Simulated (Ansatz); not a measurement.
## Run report: Si$_{16}$O, geometry relaxation (part 3 of 3)

The same run, continued: Si$_{16}$O (defect cell, 17 atoms in the cell); DFT LDA, scalar-relativistic, plane waves, PAW, PAW set soft_1, spin-polarised (Ansatz 0.2.0); cutoff 420 eV, 2×2×2 k-mesh, Fermi–Dirac smearing of 0.05 eV, collinear spins. It belongs to a series of runs on one base structure; here: start relaxed.

Geometry of the input (Å; fractional positions):
```
0.0000  5.4300  5.4300
5.4300  0.0000  5.4300
5.4300  5.4300  0.0000
Si 0.0000  0.0000  0.0000
Si 0.1250  0.1250  0.1250
Si -0.0000  0.0000  0.5000
Si 0.1250  0.1250  0.6250
Si -0.0000  0.5000  0.0000
Si 0.1250  0.6250  0.1250
Si -0.0000  0.5000  0.5000
Si 0.1250  0.6250  0.6250
Si 0.5000  -0.0000  0.0000
Si 0.6250  0.1250  0.1250
Si 0.5000  0.0000  0.5000
Si 0.6250  0.1250  0.6250
Si 0.5000  0.5000  0.0000
Si 0.6250  0.6250  0.1250
Si 0.5000  0.5000  0.5000
Si 0.6250  0.6250  0.6250
O  0.7485  0.7525  0.7518
```

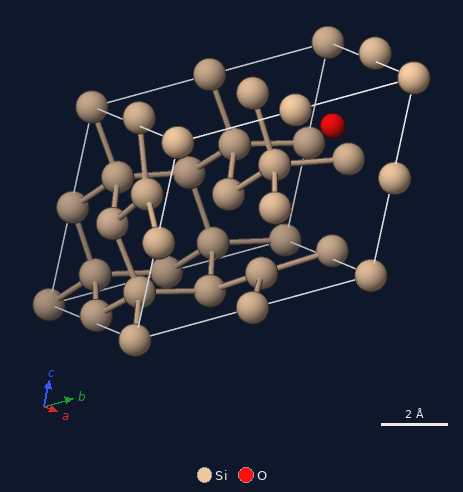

The geometry at step 7 of the log (ball-and-stick view of the cell of the calculation, seen slightly off an axis).

## Trajectory as extended XYZ, continued
```
17
Lattice="0.0000 5.4300 5.4300 5.4300 0.0000 5.4300 5.4300 5.4300 0.0000" Properties=species:S:1:pos:R:3:forces:R:3 step=2 energy=-10288.92057
Si   -0.0013   -0.0001   -0.0003   -0.0066  -0.0003  -0.0014
Si    1.3624    1.3627    1.3626    0.0272   0.0273   0.0274
Si    2.7140    2.7149    0.0079   -0.0091  -0.0023   0.1293
Si    4.0665    4.0664    1.3635   -0.0225  -0.0234   0.0232
Si    2.7140    0.0078    2.7148   -0.0091   0.1269  -0.0036
Si    4.0664    1.3636    4.0663   -0.0219   0.0225  -0.0227
Si    5.4235    2.7149    2.7148   -0.1098  -0.0003  -0.0016
Si    6.8071    4.0530    4.0529    0.2469  -0.2514  -0.2523
Si    0.0082    2.7149    2.7148    0.1400  -0.0012  -0.0024
Si    1.3626    4.0670    4.0670    0.0260  -0.0263  -0.0262
Si    2.7140    5.4223    2.7147   -0.0083  -0.1245  -0.0004
Si    4.0520    6.8075    4.0524   -0.3210   0.3114  -0.3137
Si    2.7140    2.7149    5.4225   -0.0084   0.0009  -0.1222
Si    4.0521    4.0526    6.8074   -0.3106  -0.3022   0.3001
Si    5.4299    5.4300    5.4300    0.0223   0.0020   0.0052
Si    6.8069    6.8068    6.8068    0.2275   0.2303   0.2297
O     8.1763    8.1475    8.1522    0.1375   0.0107   0.0317
17
Lattice="0.0000 5.4300 5.4300 5.4300 0.0000 5.4300 5.4300 5.4300 0.0000" Properties=species:S:1:pos:R:3:forces:R:3 step=3 energy=-10289.13700
Si   -0.0067   -0.0008   -0.0016    0.0104   0.0005   0.0019
Si    1.3541    1.3534    1.3538    0.0510   0.0569   0.0576
Si    2.7082    2.7177    0.0648   -0.0395  -0.0079  -0.0295
Si    4.0748    4.0709    1.3595   -0.0715  -0.0606   0.0542
Si    2.7088    0.0633    2.7167   -0.0374  -0.0493  -0.0102
Si    4.0740    1.3598    4.0708   -0.0728   0.0569  -0.0629
Si    5.3816    2.7135    2.7132    0.1977  -0.0049  -0.0053
Si    6.8637    3.9984    3.9983   -0.0617  -0.0866  -0.1072
Si    0.0700    2.7151    2.7135    0.0916  -0.0086  -0.0152
Si    1.3559    4.0749    4.0754    0.0432  -0.0590  -0.0590
Si    2.7074    5.3685    2.7100   -0.0301   0.0771  -0.0064
Si    3.9801    6.8778    3.9822   -0.5836   0.4168  -0.4636
Si    2.7080    2.7109    5.3703   -0.0288  -0.0048   0.0960
Si    3.9827    3.9849    6.8752   -0.5267  -0.3897   0.3454
Si    5.4157    5.4288    5.4266    0.2774   0.0308   0.0645
Si    6.8581    6.8559    6.8560   -0.1930  -0.0613  -0.0823
O     8.2323    8.1537    8.1658    0.9739   0.0936   0.2218
17
Lattice="0.0000 5.4300 5.4300 5.4300 0.0000 5.4300 5.4300 5.4300 0.0000" Properties=species:S:1:pos:R:3:forces:R:3 step=4 energy=-10289.43116
Si   -0.0159   -0.0020   -0.0038    0.0276   0.0003   0.0064
Si    1.3508    1.3420    1.3437    0.0616   0.0505   0.0490
Si    2.6952    2.7265    0.1331    0.0015  -0.2210  -0.5777
Si    4.0802    4.0709    1.3620   -0.0347  -0.0058   0.0024
Si    2.6974    0.1283    2.7240   -0.0123  -0.6086  -0.1925
Si    4.0782    1.3626    4.0704   -0.0305  -0.0003  -0.0053
Si    5.3427    2.7096    2.7090    0.8742   0.0316   0.0254
Si    6.9296    3.9319    3.9315   -0.5057   0.3489   0.3507
Si    0.1609    2.7158    2.7109   -0.1881  -0.0825  -0.0430
Si    1.3564    4.0833    4.0849    0.0369  -0.0298  -0.0339
Si    2.6910    5.3098    2.6963    0.0763   0.6978   0.1939
Si    3.8682    6.9925    3.8687   -0.3792   0.3150  -0.3537
Si    2.6932    2.6989    5.3147    0.0580   0.1706   0.7188
Si    3.8770    3.8779    6.9833   -0.3721  -0.3751   0.3474
Si    5.3850    5.4240    5.4186    0.7083   0.0942   0.1494
Si    6.9032    6.9034    6.9030   -0.8857  -0.7473  -0.7494
O     8.3754    8.1713    8.2002    0.5644   0.3615   0.1123
17
Lattice="0.0000 5.4300 5.4300 5.4300 0.0000 5.4300 5.4300 5.4300 0.0000" Properties=species:S:1:pos:R:3:forces:R:3 step=5 energy=-10289.74400
Si    0.0009   -0.0042   -0.0007   -0.0247  -0.0141  -0.0119
Si    1.3832    1.3386    1.3438   -0.0379  -0.0598  -0.0566
Si    2.7025    2.7366    0.1369    0.0702  -0.1350  -0.5443
Si    4.0971    4.0661    1.3800    0.0493   0.0468  -0.0301
Si    2.7037    0.1278    2.7389    0.0595  -0.5242  -0.1131
Si    4.0957    1.3752    4.0705    0.0453  -0.0234   0.0399
Si    5.3970    2.7023    2.7060    0.7387   0.0023   0.0163
Si    6.9013    3.9786    3.9813   -0.7708   0.3655   0.3542
Si    0.2191    2.7186    2.7095   -0.3309  -0.0541  -0.0261
Si    1.3963    4.0865    4.0913   -0.0294   0.0659   0.0677
Si    2.6963    5.3323    2.6884    0.0853   0.6204   0.1056
Si    3.8277    7.0715    3.8072    0.1007  -0.2850   0.1377
Si    2.6948    2.6838    5.3405    0.0748   0.0870   0.5992
Si    3.8406    3.8274    7.0485   -0.0879  -0.1475   0.0408
Si    5.2682    5.4043    5.3846    0.9848   0.1048   0.1826
Si    6.8224    6.8062    6.8114   -1.0103  -0.6855  -0.7095
O     8.4218    8.1950    8.2123    0.0862   0.6371  -0.0517
17
Lattice="0.0000 5.4300 5.4300 5.4300 0.0000 5.4300 5.4300 5.4300 0.0000" Properties=species:S:1:pos:R:3:forces:R:3 step=6 energy=-10290.09500
Si    0.0023   -0.0083   -0.0023   -0.0467  -0.0107  -0.0082
Si    1.4028    1.3300    1.3363    0.0430  -0.0001  -0.0098
Si    2.7088    2.7424    0.1014   -0.0779  -0.0616  -0.1444
Si    4.1056    4.0620    1.3932    0.0192   0.0458  -0.0655
Si    2.7091    0.0949    2.7479   -0.0670  -0.0457  -0.0931
Si    4.1050    1.3866    4.0688    0.0094  -0.0563   0.0392
Si    5.4621    2.6937    2.7004    0.1270  -0.0466  -0.0416
Si    6.8151    4.0471    4.0471   -0.2017   0.1300   0.1734
Si    0.2325    2.7151    2.7098   -0.0061  -0.0668  -0.0778
Si    1.4228    4.0924    4.0983   -0.0102   0.0400   0.0413
Si    2.6933    5.3844    2.6754   -0.0793   0.1465  -0.0716
Si    3.8361    7.0816    3.7975    0.0806  -0.0658   0.0503
Si    2.6902    2.6672    5.3914   -0.0552  -0.0438   0.0692
Si    3.8410    3.8089    7.0683    0.1724   0.1281  -0.1756
Si    5.2885    5.3888    5.3771    0.0056  -0.1622  -0.1329
Si    6.6960    6.6984    6.7031    0.0858   0.0695   0.0976
O     8.4574    8.2614    8.2368    0.0010  -0.0003   0.3495
17
Lattice="0.0000 5.4300 5.4300 5.4300 0.0000 5.4300 5.4300 5.4300 0.0000" Properties=species:S:1:pos:R:3:forces:R:3 step=7 energy=-10290.14962
Si   -0.0130   -0.0215   -0.0191   -0.0174  -0.0210  -0.0204
Si    1.3971    1.3128    1.3143   -0.0186  -0.0302  -0.0385
Si    2.6938    2.7285    0.0886    0.0084  -0.0285  -0.0147
Si    4.0889    4.0625    1.3826   -0.0359  -0.0201  -0.0172
Si    2.6932    0.0866    2.7297   -0.0011   0.0008  -0.0316
Si    4.0870    1.3789    4.0653   -0.0297  -0.0169  -0.0196
Si    5.4511    2.6910    2.6953    0.0507  -0.0003  -0.0042
Si    6.8036    4.0480    4.0495    0.0101  -0.0575  -0.0595
Si    0.2366    2.6940    2.6885    0.0471  -0.0469  -0.0452
Si    1.4220    4.0855    4.0879   -0.0782   0.0258   0.0204
Si    2.6853    5.4048    2.6685    0.0609   0.0559  -0.0758
Si    3.8734    7.0532    3.8237   -0.1406   0.1044  -0.0543
Si    2.6824    2.6637    5.4070    0.0587  -0.0721   0.0434
Si    3.8729    3.8287    7.0455   -0.1220  -0.0562   0.1038
Si    5.2961    5.3724    5.3680   -0.0650  -0.0041   0.0109
Si    6.6907    6.7010    6.7059    0.0247   0.0708   0.0627
O     8.5075    8.3564    8.3494    0.2480   0.0961   0.1400
17
Lattice="0.0000 5.4300 5.4300 5.4300 0.0000 5.4300 5.4300 5.4300 0.0000" Properties=species:S:1:pos:R:3:forces:R:3 step=8 energy=-10290.18538
Si   -0.0348   -0.0418   -0.0412    0.0348  -0.0138  -0.0160
Si    1.3843    1.2856    1.2838   -0.0647  -0.0612  -0.0631
Si    2.6806    2.7131    0.0878   -0.0281  -0.0215   0.1116
Si    4.0754    4.0546    1.3730   -0.0502  -0.0397   0.0018
Si    2.6791    0.0886    2.7114   -0.0338   0.1024  -0.0163
Si    4.0741    1.3711    4.0547   -0.0473   0.0005  -0.0410
Si    5.4439    2.6898    2.6915    0.0376   0.0516   0.0501
Si    6.8017    4.0406    4.0416    0.0570  -0.0587  -0.0701
Si    0.2556    2.6697    2.6677   -0.0430  -0.0173  -0.0133
Si    1.4213    4.0795    4.0793   -0.0300  -0.0235  -0.0260
Si    2.6859    5.4167    2.6549    0.0820   0.1159   0.0267
Si    3.8785    7.0557    3.8243    0.0176  -0.1421   0.0585
Si    2.6835    2.6525    5.4154    0.0767   0.0193   0.1223
Si    3.8756    3.8223    7.0540    0.0308   0.0864  -0.1730
Si    5.2953    5.3624    5.3668   -0.0464   0.1168   0.1125
Si    6.6848    6.7084    6.7117   -0.0480  -0.0751  -0.0900
O     8.5839    8.4779    8.4739    0.0549  -0.0401   0.0252
17
Lattice="0.0000 5.4300 5.4300 5.4300 0.0000 5.4300 5.4300 5.4300 0.0000" Properties=species:S:1:pos:R:3:forces:R:3 step=9 energy=-10290.21358
Si   -0.0764   -0.0926   -0.0932    0.0015  -0.0418  -0.0455
Si    1.3262    1.2369    1.2341   -0.0742  -0.0905  -0.0851
Si    2.6527    2.6812    0.1095   -0.0605   0.0836   0.0863
Si    4.0526    4.0360    1.3730    0.0428   0.0023   0.0347
Si    2.6501    0.1102    2.6790   -0.0575   0.0637   0.0937
Si    4.0521    1.3719    4.0337    0.0414   0.0364   0.0008
Si    5.4520    2.6999    2.6994   -0.0298   0.0382   0.0440
Si    6.8216    4.0411    4.0430    0.0808  -0.0683  -0.0904
Si    0.2528    2.6364    2.6370   -0.0700   0.0711   0.0739
Si    1.4256    4.0537    4.0523    0.0587  -0.0152  -0.0131
Si    2.7026    5.4430    2.6567   -0.0539   0.0140   0.0672
Si    3.9008    7.0458    3.8583    0.0351  -0.0435  -0.0061
Si    2.7019    2.6561    5.4400   -0.0616   0.0552   0.0263
Si    3.8981    3.8540    7.0467    0.0298   0.0142  -0.0384
Si    5.3044    5.3727    5.3781   -0.0466   0.1199   0.1147
Si    6.6928    6.7195    6.7202   -0.0704  -0.1149  -0.1278
O     8.6588    8.5808    8.5826    0.2345  -0.1243  -0.1351
17
Lattice="0.0000 5.4300 5.4300 5.4300 0.0000 5.4300 5.4300 5.4300 0.0000" Properties=species:S:1:pos:R:3:forces:R:3 step=10 energy=-10290.22435
Si   -0.1143   -0.1405   -0.1421   -0.0299   0.0006   0.0020
Si    1.2775    1.1918    1.1902    0.0168  -0.0410  -0.0325
Si    2.6340    2.6645    0.1334   -0.0367   0.0611  -0.0239
Si    4.0321    4.0364    1.3896    0.0562   0.0247  -0.0128
Si    2.6320    0.1353    2.6650   -0.0283  -0.0592   0.0635
Si    4.0320    1.3911    4.0350    0.0566  -0.0112   0.0263
Si    5.4531    2.7052    2.7040   -0.0155  -0.0113  -0.0100
Si    6.8455    4.0353    4.0366    0.0617  -0.0145  -0.0307
Si    0.2623    2.6177    2.6186    0.0132  -0.0045  -0.0110
Si    1.4403    4.0351    4.0342   -0.0046   0.0387   0.0405
Si    2.6946    5.4774    2.6656   -0.0281  -0.0772  -0.0059
Si    3.9318    7.0386    3.8815   -0.0389   0.0415   0.0610
Si    2.6954    2.6671    5.4767   -0.0347  -0.0094  -0.0643
Si    3.9307    3.8816    7.0409   -0.0450   0.0591   0.0848
Si    5.2831    5.3652    5.3670    0.0298   0.0489   0.0538
Si    6.6652    6.7033    6.7024    0.0081   0.0399   0.0349
O     8.7735    8.6417    8.6515    0.0194  -0.0860  -0.1755
17
Lattice="0.0000 5.4300 5.4300 5.4300 0.0000 5.4300 5.4300 5.4300 0.0000" Properties=species:S:1:pos:R:3:forces:R:3 step=11 energy=-10290.24113
Si   -0.1076   -0.1394   -0.1399    0.0008  -0.0039  -0.0039
Si    1.3098    1.1794    1.1796    0.0228  -0.0306  -0.0317
Si    2.6195    2.6846    0.0956    0.0177   0.0543  -0.0901
Si    4.0299    4.0307    1.3722   -0.0053  -0.0024   0.0073
Si    2.6199    0.0979    2.6856    0.0194  -0.1021   0.0567
Si    4.0301    1.3746    4.0318   -0.0052   0.0037  -0.0004
Si    5.4367    2.7152    2.7148    0.0098   0.0109   0.0078
Si    6.7679    4.0818    4.0813   -0.0193   0.0123   0.0076
Si    0.2797    2.6048    2.6045    0.0201   0.0155   0.0175
Si    1.4364    4.0304    4.0314   -0.0145   0.0049   0.0045
Si    2.6986    5.4615    2.6639    0.0059  -0.0053  -0.0198
Si    3.9429    7.0252    3.8753   -0.0863   0.0379   0.0514
Si    2.6993    2.6651    5.4639    0.0059  -0.0167  -0.0036
Si    3.9433    3.8773    7.0282   -0.0942   0.0430   0.0484
Si    5.2587    5.4140    5.4139    0.0591  -0.0112  -0.0118
Si    6.6787    6.7296    6.7298    0.0137   0.0280   0.0280
O     8.8247    8.6139    8.6186    0.0495  -0.0382  -0.0679
17
Lattice="0.0000 5.4300 5.4300 5.4300 0.0000 5.4300 5.4300 5.4300 0.0000" Properties=species:S:1:pos:R:3:forces:R:3 step=12 energy=-10290.24555
Si   -0.0947   -0.1354   -0.1352    0.0027   0.0139   0.0135
Si    1.3335    1.1804    1.1812   -0.0116   0.0014   0.0005
Si    2.6236    2.6985    0.0811   -0.0140  -0.0149   0.0065
Si    4.0307    4.0344    1.3697    0.0164   0.0173  -0.0152
Si    2.6239    0.0805    2.6992   -0.0127   0.0063  -0.0154
Si    4.0309    1.3696    4.0346    0.0166  -0.0140   0.0184
Si    5.4285    2.7220    2.7220   -0.0089  -0.0296  -0.0292
Si    6.7523    4.0883    4.0886   -0.0345   0.0462   0.0472
Si    0.2788    2.6018    2.6019    0.0502  -0.0172  -0.0185
Si    1.4357    4.0267    4.0264   -0.0303   0.0130   0.0138
Si    2.6982    5.4588    2.6626   -0.0050  -0.0090  -0.0178
Si    3.9354    7.0261    3.8724   -0.0117  -0.0386   0.0517
Si    2.6985    2.6633    5.4585   -0.0039  -0.0174  -0.0061
Si    3.9353    3.8724    7.0270   -0.0119   0.0457  -0.0285
Si    5.2655    5.4253    5.4246   -0.0124  -0.0252  -0.0246
Si    6.6803    6.7424    6.7416    0.0254   0.0133   0.0154
O     8.8123    8.5915    8.5941    0.0453   0.0087  -0.0117
```

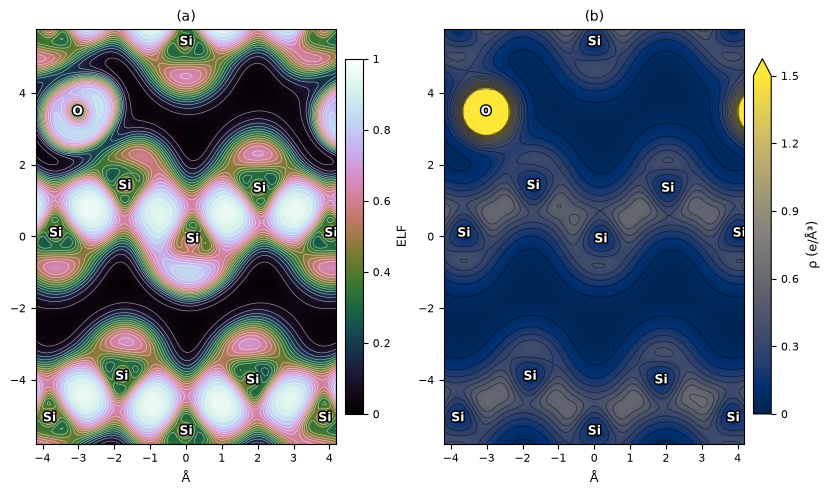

(a) electron localisation function; (b) valence pseudo-density on the (011̄) plane of the calculation cell. The section cuts through Si and O sites. Si–Si (2.27 Å): the density is about 0.61 e/Å³ at the midpoint, a local maximum along the line; the ELF peaks at about 0.95 between the atoms, which marks a covalent bond. Si–Si (2.35 Å): ρ at the midpoint is about 0.57 e/Å³, a local maximum along the line; the ELF peaks at about 0.95 between the atoms, which marks a shared electron pair. Away from the nuclei the density in this plane falls to 0.02 e/Å³ at its lowest. In a PAW calculation such maps are meaningful between the atoms, not at the nuclei.

## Summary

```csv
quantity,value
outcome,converged
electrons treated,70
free energy,−10290.2455 eV
Fermi energy,6.471 eV
net moment of the cell,0.00 μB
integrated absolute moment,0.00 μB
final volume,320.21 Å³
largest force (length of the vector) at the end,0.075 eV/Å
wall time,3.2 min
peak memory,0.68 GiB
```

## Notes

The program warns: the PAW datasets were made with another functional; some starting moments were not kept. The input asks for low accuracy. The k-point mesh is coarse for a cell of this size, so the results may not be converged.
